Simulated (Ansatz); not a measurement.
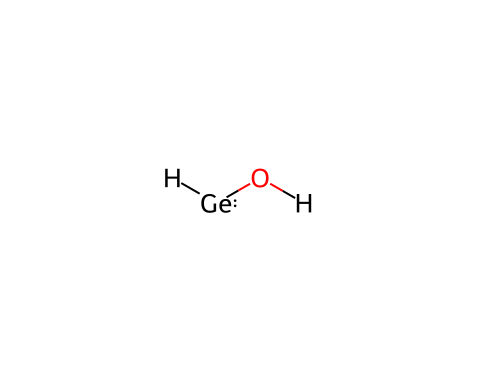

Simulated data, not a measurement (program: Ansatz).

Give its SMILES.

[OH][GeH]

What is the molecular formula?

GeH2O.

An optimisation with PBE0-D4/def2-TZVP gave a structure of which point group?

Cs.
